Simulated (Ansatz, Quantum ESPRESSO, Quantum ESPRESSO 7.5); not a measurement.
**Ballistic transmission: In chain with one P atom in line**

Wanted: the transmission near the Fermi level and the conductance of this junction: In chain with one P atom in line.

Main program and level: Quantum ESPRESSO 7.5; plane-wave DFT, PBE, GBRV ultrasoft pseudopotentials (cross-check by Ansatz 0.2.0 with PAW datasets).

## (1) Set-up

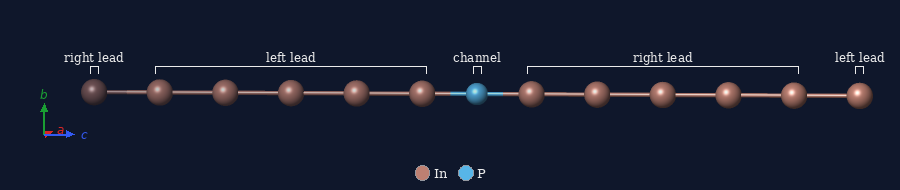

The starting structure, seen from the side, with the c axis across the page (indium pink, phosphorus blue). Some periodic images of atoms are drawn too.

The cell holds 11 atoms: 10 In and 1 P. Cell: a = 7.500 Å, b = 7.500 Å, c = 31.466 Å, α = 90.0°, β = 90.0°, γ = 90.0°. Regions: left lead, 5 atoms (5 In); channel, 1 atom (1 P); right lead, 5 atoms (5 In). Vacuum lies along a and b. The structure is stacked along c, and the current runs across the ab planes.

## (2) Self-consistent run

One periodic cell holds a stretch of lead, the junction and more lead; the atoms stay as built.

scf.in

```
&control
  prefix = 'scf'
  outdir = './out'
  pseudo_dir = './pseudo'
  calculation = 'scf'
  tprnfor = .true.
/
&system
  ibrav = 0
  nat = 11
  ntyp = 2
  ecutwfc = 34
  ecutrho = 170
  occupations = 'smearing'
  smearing = 'mv'
  degauss = 0.01
/
&electrons
  conv_thr = 1e-07
  mixing_beta = 0.25
  electron_maxstep = 120
  mixing_mode = 'local-TF'
/
ATOMIC_SPECIES
  In  114.8180  in_pbe_v1.4.uspp.F.UPF
  P   30.9738  p_pbe_v1.5.uspp.F.UPF
CELL_PARAMETERS angstrom
  7.50000000000000 0.00000000000000 0.00000000000000
  0.00000000000000 7.50000000000000 0.00000000000000
  0.00000000000000 0.00000000000000 31.46620000000000
ATOMIC_POSITIONS crystal
  In  0.500000000000 0.500000000000 0.000000000000
  In  0.500000000000 0.500000000000 0.093751390381
  In  0.500000000000 0.500000000000 0.187502780762
  In  0.500000000000 0.500000000000 0.281254171142
  In  0.500000000000 0.500000000000 0.375005561523
  P   0.500000000000 0.500000000000 0.453124304810
  In  0.500000000000 0.500000000000 0.531243048096
  In  0.500000000000 0.500000000000 0.624994438477
  In  0.500000000000 0.500000000000 0.718745828858
  In  0.500000000000 0.500000000000 0.812497219238
  In  0.500000000000 0.500000000000 0.906248609619
K_POINTS automatic
  1 1 3 0 0 0
```

Started as:

```
$ OMP_NUM_THREADS=1 mpirun -n 2 pw.x -nk 1 -in scf.in > scf.out
```

Log:

```text
Program PWSCF v.7.5 starts
[citation notice left out]

     Parallel version (MPI & OpenMP), running on       2 processor cores
     Number of MPI processes:                 2
     Threads/MPI process:                     1

     MPI processes distributed on     1 nodes
[...]
Current dimensions of program PWSCF are:
     Max number of different atomic species (ntypx) = 10
     Max number of k-points (npk) =  40000
     Max angular momentum in pseudopotentials (lmaxx) =  4
     Message from routine setup:
     using ibrav=0 with symmetry is DISCOURAGED, use correct ibrav instead

     R & G space division:  proc/nbgrp/npool/nimage =       2
     Subspace diagonalization in iterative solution of the eigenvalue problem:
     a serial algorithm will be used

     Parallelization info
     --------------------
     sticks:   dense  smooth     PW     G-vecs:    dense   smooth      PW
     Min        1354    1088    276               223536   160022   20380
     Max        1355    1089    277               223555   160031   20387
     Sum        2709    2177    553               447091   320053   40767

     Using Slab Decomposition

     bravais-lattice index     =            0
     lattice parameter (alat)  =      14.1729  a.u.
     unit-cell volume          =   11944.3749 (a.u.)^3
     number of atoms/cell      =           11
     number of atomic types    =            2
     number of electrons       =       135.00
     number of Kohn-Sham states=           82
     kinetic-energy cutoff     =      34.0000  Ry
     charge density cutoff     =     170.0000  Ry
     scf convergence threshold =      1.0E-07
     mixing beta               =       0.2500
     number of iterations used =            8  local-TF  mixing
     Exchange-correlation=  SLA  PW   PBX  PBC
                           (   1   4   3   4   0   0   0)

     celldm(1)=  14.172946  celldm(2)=   0.000000  celldm(3)=   0.000000
     celldm(4)=   0.000000  celldm(5)=   0.000000  celldm(6)=   0.000000

     crystal axes: (cart. coord. in units of alat)
               a(1) = (   1.000000   0.000000   0.000000 )
               a(2) = (   0.000000   1.000000   0.000000 )
               a(3) = (   0.000000   0.000000   4.195493 )

     reciprocal axes: (cart. coord. in units 2 pi/alat)
               b(1) = (  1.000000  0.000000  0.000000 )
               b(2) = (  0.000000  1.000000  0.000000 )
               b(3) = (  0.000000  0.000000  0.238351 )

     PseudoPot. # 1 for In read from file:
     ./pseudo/in_pbe_v1.4.uspp.F.UPF
     Pseudo is Ultrasoft + core correction, Zval = 13.0
     Generated by new atomic code, or converted to UPF format
     Using radial grid of  889 points,  6 beta functions with:
                l(1) =   0
                l(2) =   0
                l(3) =   1
                l(4) =   1
                l(5) =   2
                l(6) =   2
     Q(r) pseudized with  6 coefficients,  rinner =    1.400   1.400   1.400
                                                       1.400   1.400

     PseudoPot. # 2 for P  read from file:
     ./pseudo/p_pbe_v1.5.uspp.F.UPF
     Pseudo is Ultrasoft + core correction, Zval =  5.0
     Generated by new atomic code, or converted to UPF format
     Using radial grid of  903 points,  6 beta functions with:
                l(1) =   0
                l(2) =   0
                l(3) =   1
                l(4) =   1
                l(5) =   2
                l(6) =   2
     Q(r) pseudized with  8 coefficients,  rinner =    1.300   1.300   1.300
                                                       1.300   1.300

     atomic species   valence    mass     pseudopotential
     In               13.00   114.81800     In( 1.00)
     P                 5.00    30.97380     P ( 1.00)

      8 Sym. Ops. (no inversion) found

   Cartesian axes

     site n.     atom                  positions (alat units)
         1        In     tau(   1) = (   0.5000000   0.5000000   0.0000000  )
         2        In     tau(   2) = (   0.5000000   0.5000000   0.3933333  )
         3        In     tau(   3) = (   0.5000000   0.5000000   0.7866667  )
         4        In     tau(   4) = (   0.5000000   0.5000000   1.1800000  )
         5        In     tau(   5) = (   0.5000000   0.5000000   1.5733333  )
         6        P      tau(   6) = (   0.5000000   0.5000000   1.9010800  )
         7        In     tau(   7) = (   0.5000000   0.5000000   2.2288267  )
         8        In     tau(   8) = (   0.5000000   0.5000000   2.6221600  )
         9        In     tau(   9) = (   0.5000000   0.5000000   3.0154933  )
        10        In     tau(  10) = (   0.5000000   0.5000000   3.4088267  )
        11        In     tau(  11) = (   0.5000000   0.5000000   3.8021600  )

     number of k points=     2  Marzari-Vanderbilt smearing, width (Ry)=  0.0100
                       cart. coord. in units 2pi/alat
        k(    1) = (   0.0000000   0.0000000   0.0000000), wk =   0.6666667
        k(    2) = (   0.0000000   0.0000000   0.0794503), wk =   1.3333333

     Dense  grid:   447091 G-vectors     FFT dimensions: (  60,  60, 250)

     Smooth grid:   320053 G-vectors     FFT dimensions: (  54,  54, 225)

     Estimated max dynamical RAM per process >     999.41 MB

     Estimated total dynamical RAM >       1.95 GB

     Check: negative core charge=   -0.000001

     Initial potential from superposition of free atoms

     starting charge     119.9998, renormalised to     135.0000

     negative rho (up, down):  1.317E-02 0.000E+00
     Starting wfcs are   94 randomized atomic wfcs

     total cpu time spent up to now is        8.5 secs

     per-process dynamical memory:   226.4 Mb

     Self-consistent Calculation

     iteration #  1     ecut=    34.00 Ry     beta= 0.25
     Davidson diagonalization with overlap
     ethr =  1.00E-02,  avg # of iterations =  3.0

     negative rho (up, down):  5.055E-01 0.000E+00

     total cpu time spent up to now is       34.7 secs

     total energy              =   -1354.98816230 Ry
     estimated scf accuracy    <     162.21335745 Ry

     iteration #  2     ecut=    34.00 Ry     beta= 0.25
[...]
negative rho (up, down):  1.152E+00 0.000E+00

[...]
total energy              =   -1349.95057307 Ry
     estimated scf accuracy    <      57.47355168 Ry

     iteration #  3     ecut=    34.00 Ry     beta= 0.25
[...]
negative rho (up, down):  1.369E+00 0.000E+00

[...]
total energy              =   -1349.85957728 Ry
     estimated scf accuracy    <      11.97381374 Ry

[...]
total energy              =   -1349.26141222 Ry
     estimated scf accuracy    <       0.64619192 Ry

     iteration #  7     ecut=    34.00 Ry     beta= 0.25
[...]
negative rho (up, down):  8.031E-01 0.000E+00

[...]
total energy              =   -1349.38225463 Ry
     estimated scf accuracy    <       0.77147030 Ry

     iteration #  8     ecut=    34.00 Ry     beta= 0.25
[...]
negative rho (up, down):  7.878E-01 0.000E+00

[...]
total energy              =   -1349.38633616 Ry
     estimated scf accuracy    <       0.78036577 Ry

     iteration #  9     ecut=    34.00 Ry     beta= 0.25
[...]
negative rho (up, down):  4.812E-01 0.000E+00

[...]
total energy              =   -1349.31276689 Ry
     estimated scf accuracy    <       1.00314289 Ry

     iteration # 10     ecut=    34.00 Ry     beta= 0.25
[...]
negative rho (up, down):  3.172E-01 0.000E+00

[...]
total energy              =   -1349.37139805 Ry
     estimated scf accuracy    <       0.12989870 Ry

     iteration # 11     ecut=    34.00 Ry     beta= 0.25
[...]
negative rho (up, down):  2.743E-01 0.000E+00

[...]
total energy              =   -1349.39023767 Ry
     estimated scf accuracy    <       0.41344086 Ry

     iteration # 12     ecut=    34.00 Ry     beta= 0.25
[...]
negative rho (up, down):  2.613E-01 0.000E+00

[...]
total energy              =   -1349.39044876 Ry
     estimated scf accuracy    <       0.30952627 Ry

     iteration # 13     ecut=    34.00 Ry     beta= 0.25
[...]
negative rho (up, down):  2.627E-01 0.000E+00

[...]
total energy              =   -1349.38651486 Ry
     estimated scf accuracy    <       0.28957696 Ry

     iteration # 14     ecut=    34.00 Ry     beta= 0.25
[...]
negative rho (up, down):  2.621E-01 0.000E+00

[...]
total energy              =   -1349.38626145 Ry
     estimated scf accuracy    <       0.27417640 Ry

[...]
iteration # 23     ecut=    34.00 Ry     beta= 0.25
[...]
negative rho (up, down):  6.018E-03 0.000E+00

[...]
total energy              =   -1349.30398859 Ry
     estimated scf accuracy    <       0.00065194 Ry

     iteration # 24     ecut=    34.00 Ry     beta= 0.25
[...]
negative rho (up, down):  6.487E-03 0.000E+00

[...]
total energy              =   -1349.30405680 Ry
     estimated scf accuracy    <       0.00006182 Ry

     iteration # 25     ecut=    34.00 Ry     beta= 0.25
[...]
negative rho (up, down):  6.749E-03 0.000E+00

[...]
total energy              =   -1349.30406092 Ry
     estimated scf accuracy    <       0.00009523 Ry

     iteration # 26     ecut=    34.00 Ry     beta= 0.25
[...]
negative rho (up, down):  6.140E-03 0.000E+00

[...]
total energy              =   -1349.30405488 Ry
     estimated scf accuracy    <       0.00004056 Ry

     iteration # 27     ecut=    34.00 Ry     beta= 0.25
[...]
negative rho (up, down):  6.031E-03 0.000E+00

[...]
total energy              =   -1349.30406079 Ry
     estimated scf accuracy    <       0.00000109 Ry

     iteration # 28     ecut=    34.00 Ry     beta= 0.25
[...]
negative rho (up, down):  5.991E-03 0.000E+00

[...]
total energy              =   -1349.30406153 Ry
     estimated scf accuracy    <       0.00000078 Ry

     iteration # 29     ecut=    34.00 Ry     beta= 0.25
[...]
negative rho (up, down):  6.008E-03 0.000E+00

[...]
total energy              =   -1349.30406154 Ry
     estimated scf accuracy    <       0.00000046 Ry

     iteration # 30     ecut=    34.00 Ry     beta= 0.25
[...]
negative rho (up, down):  6.010E-03 0.000E+00

[...]
End of self-consistent calculation

          k = 0.0000 0.0000 0.0000 ( 39991 PWs)   bands (ev):

   -16.5707 -16.5620 -16.4382 -16.4381 -16.4379 -16.4378 -16.4291 -16.3995
   -16.3995 -16.3994 -16.3994 -16.3035 -16.2213 -16.2213 -16.1800 -16.1797
   -16.1778 -16.1720 -16.1720 -16.1624 -16.1621 -16.1547 -16.1544 -16.1536
   -16.1533 -16.1246 -16.1243 -16.1238 -16.1234 -16.1204 -16.1204 -16.0540
   -16.0540 -16.0334 -15.9826 -15.9816 -15.9816 -15.9660 -15.9658 -15.9658
   -15.9656 -15.9412 -15.9412 -15.9024 -15.8801 -15.8801 -15.8767 -15.8767
   -15.8420 -15.7585 -10.3799  -7.5962  -7.5665  -7.3027  -7.1092  -6.5161
    -6.4512  -5.4808  -5.3586  -4.0400  -3.8885  -2.2723  -2.0229  -2.0229
    -1.8546  -1.3807  -1.3807  -1.3094  -1.3094  -0.9939  -0.9939  -0.7519
    -0.7519  -0.1590  -0.1590  -0.0259   0.0934   0.0934   0.3155   0.9334
     0.9506   0.9507

          k = 0.0000 0.0000 0.0795 ( 40006 PWs)   bands (ev):

   -16.5686 -16.5643 -16.4382 -16.4381 -16.4379 -16.4378 -16.4279 -16.3994
   -16.3994 -16.3994 -16.3994 -16.3064 -16.2213 -16.2213 -16.1800 -16.1797
   -16.1720 -16.1720 -16.1720 -16.1624 -16.1621 -16.1548 -16.1544 -16.1536
   -16.1533 -16.1246 -16.1243 -16.1238 -16.1234 -16.1204 -16.1204 -16.0540
   -16.0540 -16.0494 -15.9816 -15.9816 -15.9660 -15.9658 -15.9658 -15.9656
   -15.9568 -15.9412 -15.9412 -15.9202 -15.8801 -15.8801 -15.8767 -15.8767
   -15.8372 -15.7590 -10.3799  -7.6168  -7.5235  -7.3664  -7.0061  -6.7383
    -6.1737  -5.8202  -4.9832  -4.4789  -3.4387  -2.6987  -2.0228  -2.0228
    -1.4017  -1.4017  -1.3758  -1.2591  -1.2591  -1.0674  -1.0674  -0.6551
    -0.6551  -0.5994  -0.3054  -0.3054   0.2830   0.2830   0.6592   0.6592
     0.9164   0.9397

     the Fermi energy is    -1.2873 ev

!    total energy              =   -1349.30406159 Ry
     estimated scf accuracy    <       0.00000008 Ry
     smearing contrib. (-TS)   =      -0.00550106 Ry
     internal energy E=F+TS    =   -1349.29856052 Ry

     The total energy is F=E-TS. E is the sum of the following terms:
     one-electron contribution =   -1449.37518774 Ry
     hartree contribution      =     779.02045075 Ry
     xc contribution           =    -382.19345898 Ry
     ewald contribution        =    -296.75036456 Ry

     convergence has been achieved in  30 iterations

     negative rho (up, down):  6.010E-03 0.000E+00

     Forces acting on atoms (cartesian axes, Ry/au):

     atom    1 type  1   force =     0.00000000    0.00000000   -0.00069183
     atom    2 type  1   force =     0.00000000    0.00000000   -0.00234166
     atom    3 type  1   force =     0.00000000    0.00000000   -0.00851719
     atom    4 type  1   force =     0.00000000    0.00000000   -0.00428551
     atom    5 type  1   force =     0.00000000    0.00000000    0.03230519
     atom    6 type  2   force =     0.00000000    0.00000000    0.00002602
     atom    7 type  1   force =     0.00000000    0.00000000   -0.03248158
     atom    8 type  1   force =     0.00000000    0.00000000    0.00450109
     atom    9 type  1   force =     0.00000000    0.00000000    0.00845160
     atom   10 type  1   force =     0.00000000    0.00000000    0.00244047
     atom   11 type  1   force =     0.00000000    0.00000000    0.00059341

     Total force =     0.047891     Total SCF correction =     0.000594

[...]
=------------------------------------------------------------------------------=
   JOB DONE.
=------------------------------------------------------------------------------=
```

Elapsed: 10 min, on 2 MPI ranks of Arm Neoverse N1, shared host; peak memory 1.9 GiB.

Numbers from this step:

- free energy: -18358.2170 eV
- Fermi energy: -1.287 eV

The program's own clock; routines nest. Time by routine:

| routine | wall time (s) | calls |
| --- | --- | --- |
| PWSCF | 617.2 | 1 |
| electrons | 603.4 | 1 |
| c_bands | 336.2 | 30 |
| cegterg | 327.1 | 60 |
| h_psi | 223.4 | 264 |
| fftw | 193.2 | 26938 |
| vloc_psi | 168.8 | 264 |
| sum_band | 127.4 | 30 |
| newd | 73.48 | 31 |
| mix_rho | 59.88 | 30 |
| calbec | 39.76 | 332 |
| ffts | 37.07 | 3628 |
| h_psi:calbec | 26.73 | 264 |
| add_vuspsi | 26.39 | 264 |

The run needed 30 iterations to bring the estimated error under 1e-07 Ry; the largest force on any atom, held or free, is 0.84 eV/Å.

(Continued in part 2 of 4.)

[Logs are printed without paths, hosts, clocks, repeated set-up lines and the standing remarks that a program may print on its own settings, such as how far it seeks lower states.]

[Hosts, paths, dates, database ids (printed as entryN), source tags and the programs' standing remarks are cut or masked in the printed files.]

[Maps of the electrostatic potential energy from Ansatz leave out the sawtooth potential of an applied field or a dipole correction, so their vacuum need not be flat; planar profiles and work functions include it.]
